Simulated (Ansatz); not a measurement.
**BN: response to strain**

Base system: BN in the zinc blende structure (space group F-43m, No. 216; a = 3.606 Å).

Strains are applied to the cell and any free atomic positions relax.

Method: Ansatz (a program for electronic structure) PBEsol, without spin-orbit coupling.

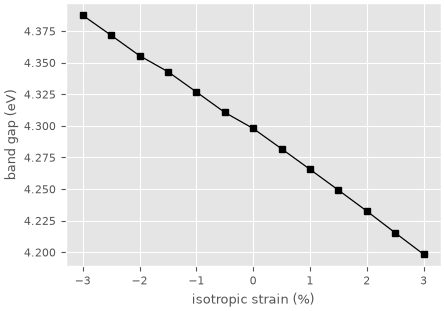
Figure. Band gap against isotropic strain

| isotropic strain (%) | band gap |
|---|---|
| -3 | 4.39 eV |
| -2.5 | 4.37 eV |
| -2 | 4.36 eV |
| -1.5 | 4.34 eV |
| -1 | 4.33 eV |
| -0.5 | 4.31 eV |
| 0.5 | 4.28 eV |
| 1 | 4.27 eV |
| 1.5 | 4.25 eV |
| 2 | 4.23 eV |
| 2.5 | 4.22 eV |
| 3 | 4.20 eV |

Stability against distortions was not tested.
